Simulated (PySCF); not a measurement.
# RuO₂⁻: doublet, from a linear start

Where does doublet RuO₂⁻ go from a linear start, is the end point a minimum, and what are its modes, charges and moments?

Program: PySCF 2.14.0. Level of theory: BP86, basis Ru def2-TZVPD with ECP28, O def2-TZVPD, scalar-relativistic core potentials, no spin–orbit coupling, density fitting. These are calculated values, not measurements.

## 1. The system as given

3 atoms, charge -1, spin multiplicity 2.

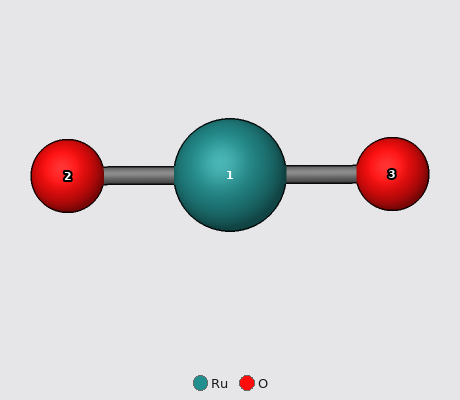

The starting geometry (ruthenium teal, oxygen red); atoms are numbered from 1 in the order of the file.

```xyz
3
charge -1 multiplicity 2
Ru    0.0000    0.0000    0.0000
O     0.0000    0.0000    1.7100
O     0.0000    0.0000   -1.7100
```

## 2. Relaxation: linear start, doublet

One driver script runs all steps and calls PySCF; scf.py shows how it sets up the SCF of each step. The optimiser is the driver's own. Before each start the driver seeks the lowest SCF state from one or more starting densities and follows internal instabilities, so scf.py alone need not reach the same state.

The program finds D∞h symmetry in the start, which this walk keeps. Threshold on the gradient: 0.0003 Eh/bohr, with a further test on the energy change.

Contents of scf.py:

```python
from pyscf import gto, scf, dft
mol = gto.M(atom='''
Ru     0.000000     0.000000     0.000000
O      0.000000     0.000000     1.710000
O      0.000000     0.000000    -1.710000''',
    basis={'Ru': 'def2-TZVPD', 'O': 'def2-TZVPD'},
    ecp={'Ru': 'def2-TZVPD'},
    charge=-1, spin=1)
mf = dft.UKS(mol, xc='B88,P86')
mf.grids.atom_grid = (50, 194)
aux = {'Ru': 'def2-universal-JKFIT', 'O': 'def2-universal-JKFIT'}
mf = mf.density_fit(auxbasis=aux)
mf.kernel()
```

After this run come: Hessian and properties; Following the imaginary mode; Hessian and properties.

**Question.** What will these runs give? Wanted: minimum; geometry; wavenumbers; dipole moment; highest occupied, lowest empty level; polar-tensor charge of Ru1; zero-point energy; ⟨S²⟩.

**Answer**, as computed:

| quantity | value |
| --- | --- |
| minimum | doublet, C2v |
| geometry | Ru–O 1.712 Å (×2); O–Ru–O 148.0° |
| wavenumbers (cm⁻¹) | 163 (a1), 884 (b2), 904 (a1) |
| dipole moment (centre of mass) | 0.65 D |
| highest occupied, lowest empty level (either spin) | 0.73, 1.19 eV |
| polar-tensor charge of Ru1 | +0.58 e |
| zero-point energy | 11.7 kJ/mol |
| entropy at 298.15 K | 274.6 J/(mol K) |
| ⟨S²⟩ | 0.752 |

From D∞h at the start the molecule goes to a C2v minimum, after a stop at a second-order saddle point 7.7 kJ/mol higher, from which it was pushed off along an imaginary mode. The strongest infrared band lies at 884 cm⁻¹ (b2, stretch). Most of the spin sits on Ru1 (Mulliken spin 1.12, against 1 for the whole molecule). Other starts or spin states, not run here, may lie lower. The highest occupied level lies above zero: either self-interaction error lifts it or the extra electron is not bound, and the basis holds it in place. One determinant may miss the lowest occupation of an open d or f shell.
